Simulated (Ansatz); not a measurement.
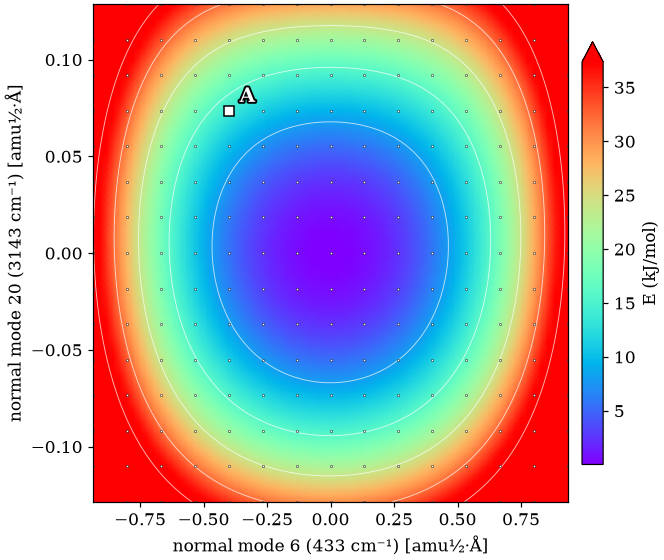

C₂H₃BClNO, SMILES CB(Cl)N=C=O. The first coordinate is: normal mode 6 (433 cm⁻¹); the second: normal mode 20 (3143 cm⁻¹). Nothing is relaxed (straight displacements along the two mass-weighted modes). The grid has 15 × 15 points. Points are written as (first, second). Energies: kJ/mol, counted from the relaxed molecule at the same level. Method: Ansatz, RKS PBE0-D4/def2-SVP.

In the figure: a smooth colour map with a few white contour lines, dots at the grid points, one colour for all values above the top of the scale, the point A. Between grid points the surface is interpolated.

Question: Is A at rest? If not, where is it pushed?

Answer: A, at (−0.400 amu½·Å, 0.073 amu½·Å), is not a stationary point. The computed force is 25 kJ/mol for each amu½·Å towards larger values of normal mode 6 (433 cm⁻¹) and 230 kJ/mol for each amu½·Å towards smaller values of normal mode 20 (3143 cm⁻¹).
